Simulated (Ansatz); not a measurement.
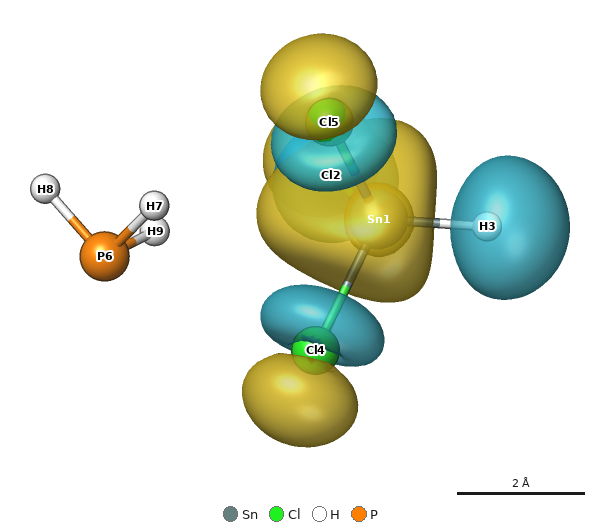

Cl₃HSn···PH₃. One frontier orbital at ±0.08 Å⁻³ᐟ² (yellow and cyan are the two phases), seen from one side.

Core potentials replace the inner electrons of Sn.

Computed with RKS PBE-D4/def2-SVP (Ansatz).

```yaml
atoms:
  - { symbol: Sn, position_ang: [0.5568, -0.0565, -0.1750] }
  - { symbol: Cl, position_ang: [0.8269, -0.0937, 2.1617] }
  - { symbol: H, position_ang: [2.0708, 0.1159, -0.9694] }
  - { symbol: Cl, position_ang: [-0.8912, 1.7191, -0.6971] }
  - { symbol: Cl, position_ang: [-0.5059, -2.0572, -0.8088] }
  - { symbol: P, position_ang: [-3.5140, 0.2616, 1.4258] }
  - { symbol: H, position_ang: [-3.0156, -0.7485, 0.5264] }
  - { symbol: H, position_ang: [-4.0931, -0.7302, 2.2988] }
  - { symbol: H, position_ang: [-2.2826, 0.2775, 2.1745] }
```

### Which orbital is it: HOMO or LUMO?

The LUMO, at −3.57 eV. Its weight (Hirshfeld) is mainly on Sn1 (about 35 %), Cl5 (about 15 %), Cl4 (about 15 %), Cl2 (about 15 %) and H3 (about 15 %).
